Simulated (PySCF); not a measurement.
## A study: BF$_{4}$, charge −1, SMILES `F[B-](F)(F)F`

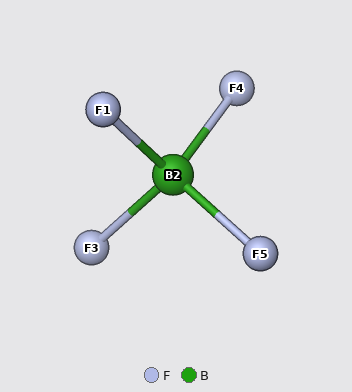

The molecule, with its atoms numbered as below. No frequency check shows the geometry to be a minimum.

Coordinates in Å:

```
F1      -0.8025    0.8090    0.7959
B2       0.0000    0.0000   -0.0000
F3      -0.8025   -0.8090   -0.7959
F4       0.8025    0.7960   -0.8089
F5       0.8025   -0.7960    0.8089
```

Part 1: Bonding charge

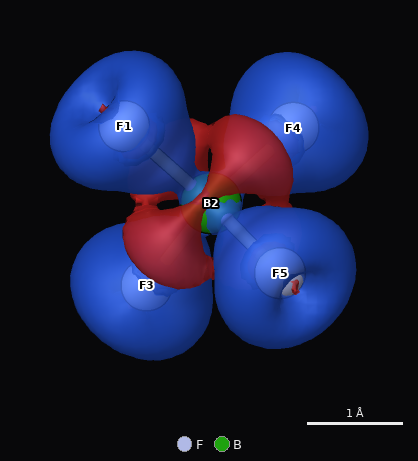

Deformation density (molecule less spherical, spin-averaged free atoms at the same positions), surfaces at ±0.07 e/Å³; blue: gain, red: loss.

Computed with PySCF, B3LYP/6-311+G**, geometry: GFN2-xTB.

Q: How much density has each bond gained at its critical point, relative to the free atoms?

A: B2–F4, B2–F3, F1–B2 and B2–F5: +0.13 e/Å³ at the bond critical point (bond length 1.39 Å). In all, 1.5 electrons gather in the regions of gain relative to the promolecule of neutral atoms (this includes the anion's extra charge). A small or negative value marks a very polar bond, one between electron-rich atoms, whose free-atom densities already overlap strongly, a long bond to a heavier atom, or a closed-shell contact such as a hydrogen bond.

Q: Where do the Hirshfeld charges lie?

A: The highest Hirshfeld charge is on B2 (+0.17 e), the lowest on F1, F3, F4 and F5 (−0.29 e).

Part 2: Bond critical points

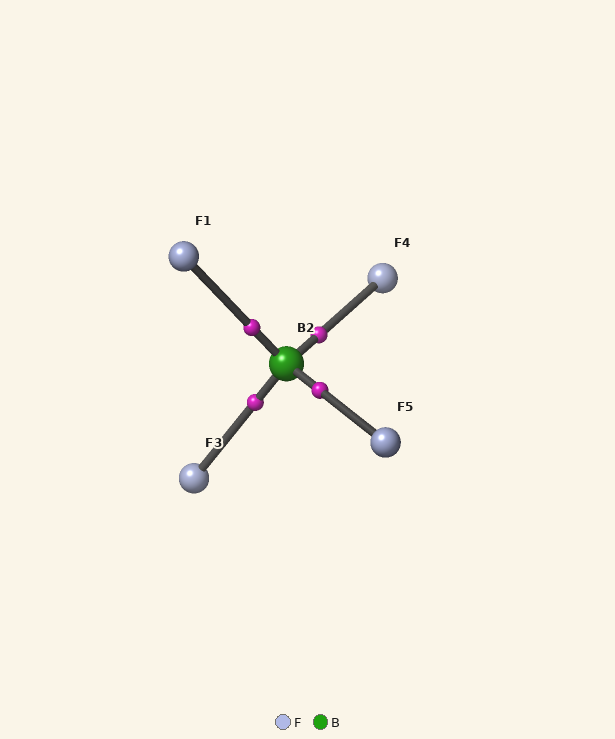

Molecular graph of the electron density (QTAIM): bond paths, bond critical points (magenta), ring points (cyan, if any); weak paths are dashed.

Q: How many critical points of each kind are there, and does the count close?

A: 5 nuclei, 4 bond, 0 ring and 0 cage critical points: 5 − 4 + 0 − 0 = 1, as the Poincaré–Hopf relation requires.

Q: Tabulate density, Laplacian, ellipticity and energy density at the bond critical points (atomic units).

A:
| bond | length (Å) | ρ (a.u.) | ∇²ρ (a.u.) | ε | H (a.u.) |
| --- | --- | --- | --- | --- | --- |
| B2–F4 (4 alike) | 1.390 | 0.163 | +0.86 | 0.00 | −0.100 |

Q: What kind of interaction is B2–F4?

A: Polar or intermediate (positive Laplacian, negative energy density H): ρ = 0.163, ∇²ρ = +0.86, H = −0.100 a.u.

Part 3: Electrostatic potential

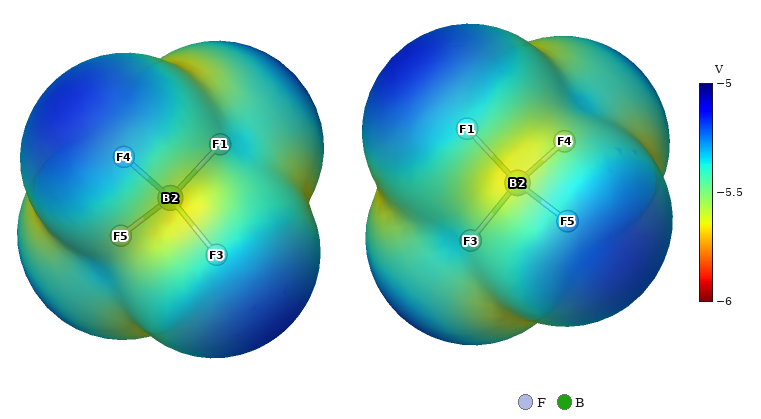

Electrostatic potential on the surface of electron density 0.001 a.u. (back view left, front view right).

Q: Where are the extremes of the potential on the surface?

A: Highest: −5.15 V, 1.7 Å from F3, and at like points elsewhere. Lowest: −5.68 V, about equally far (1.9 Å) from F4 and F5, over B2 (2.3 Å), and at like points elsewhere. The surface is sampled at points, so like sites can differ by a few per cent and only the strongest of them is named.

Part 4: In an electric field

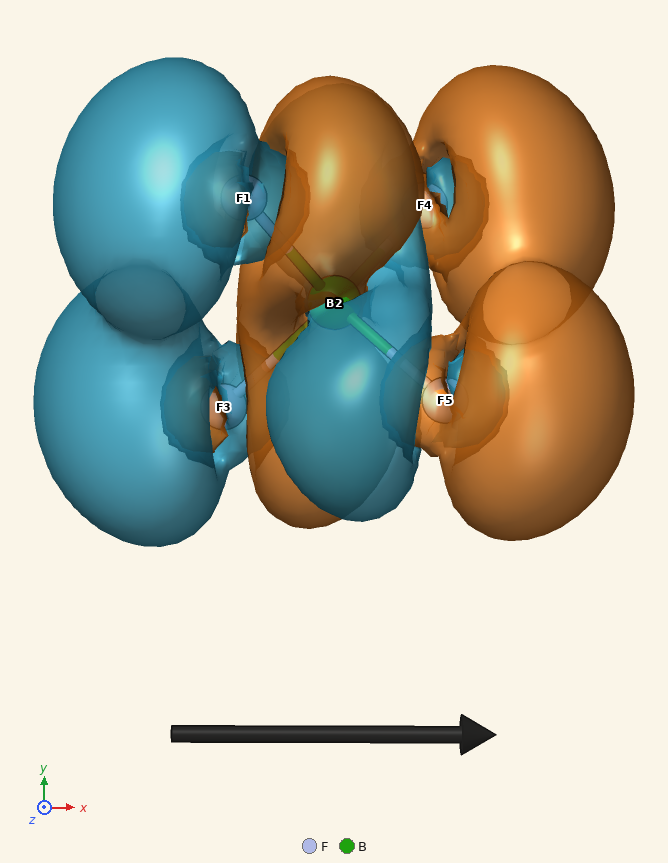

Change of the electron density in a uniform field of 0.10 V/Å along +x (arrow), surfaces at ±0.0003 e/Å³ (light blue: gain, orange: loss).

Computed with PySCF, B3LYP/def2-SVPD, geometry: GFN2-xTB. For an anion such functionals hold the outermost electrons too loosely, so the response is rough.

Q: What dipole is induced, and what polarisability does it imply?

A: The induced dipole is 0.12 D (along the field); α along this axis, from the fields in both directions, is 24 bohr³ (3.5 Å³).

Q: Which atoms gain and lose the most charge?

A: Electrons gather most on F1 and F3 alike (Hirshfeld charge changes by −0.002 e) and leave F4 and F5 alike most (+0.002 e); 0.014 electrons are displaced in all.

Part 5: Localised orbitals

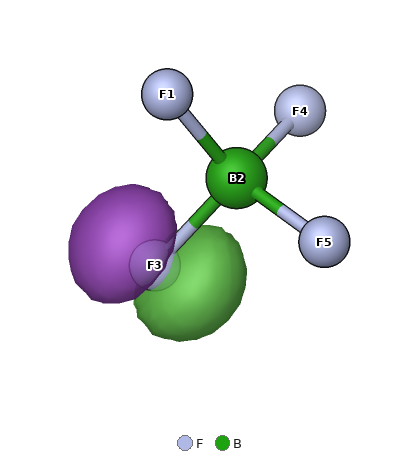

Intrinsic bond orbitals (IBO), occupied; each surface holds about 80 % of the orbital's density. Energies are diagonal elements of the Fock matrix.

Computed with PySCF, B3LYP/aug-cc-pVDZ, geometry: GFN2-xTB.

Q: What does this orbital represent?

A: Lone pair on F3 (p-type) (F3 96 %, B2 3 %; −5.5 eV).

Q: How do all the valence pairs divide up?

A: 16 pairs: 12 lone pairs and 4 σ bonds.

The PySCF runs shown took 5.1 s, 9 s and 4.5 s on 1 thread of Intel(R) Xeon(R) 6975P-C (Granite Rapids), with other jobs on the host.
